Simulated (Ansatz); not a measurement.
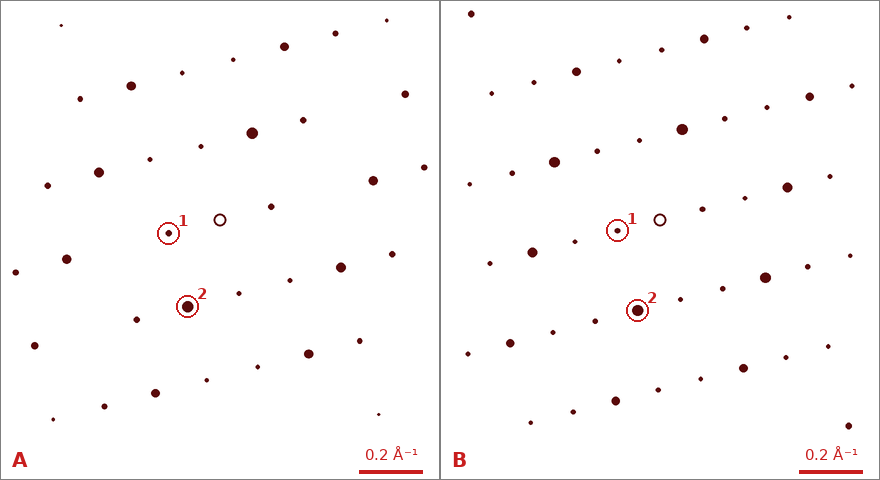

Kinematic electron diffraction patterns (300 kV, B = 0.5 Å², same scale) along [110] of the run's own cell, for the start and the end of one relaxation of CaTl2H2 with DFT PBE, scalar-relativistic, plane waves, PAW (Ansatz). k mesh 12×12×6. The start is a generated model structure, and the relaxation ends in the nearest stationary point of its symmetry, not necessarily the ground state. Spot 1 is 0 0 -1 and spot 2 is -1 1 -1 in both.

Start structure:

```
CELL_PARAMETERS angstrom
4.73824 0.00000 0.00000
-2.36912 4.10343 0.00000
0.00000 0.00000 5.91171
ATOMIC_POSITIONS crystal
Ca 0.00000 0.00000 0.00000
Tl 0.33333 0.66667 0.35190
Tl 0.66667 0.33333 0.64810
H 0.00000 0.00000 0.43271
H 0.00000 0.00000 0.56729
```

### Which pattern belongs to the start structure, and which to the relaxed one?

A is the start: its cell gives d(1) = 5.912 Å, d(2) = 3.371 Å and an angle of 55.2°. B is the relaxed structure, with d(1) = 7.101 Å (+20.1 %), d(2) = 3.346 Å (-0.7 %) and 61.9°.

### Name reflections whose intensity changes strongly on relaxation.

1 -1 3, 0 0 2 come into sight; 1 -1 2 goes from 8.1 to 3.3 % of the strongest spot; 1 -1 -3 goes from 8.7 to 3.9 % of the strongest spot; 0 0 1 goes from 9.4 to 4.5 % of the strongest spot.

### Summarise the relaxation behind the change.

The volume changed by +2.7 % to 23.60 Å³ an atom; with the mean shift removed, the atoms moved by up to 0.11 Å relative to the cell (Tl most); the space group stayed P-3m1 (No. 164); the free energy fell by 25 meV an atom. Relaxed cell: a = 4.381 Å, b = 4.381 Å, c = 7.101 Å, α = 90.00°, β = 90.00°, γ = 120.00°.
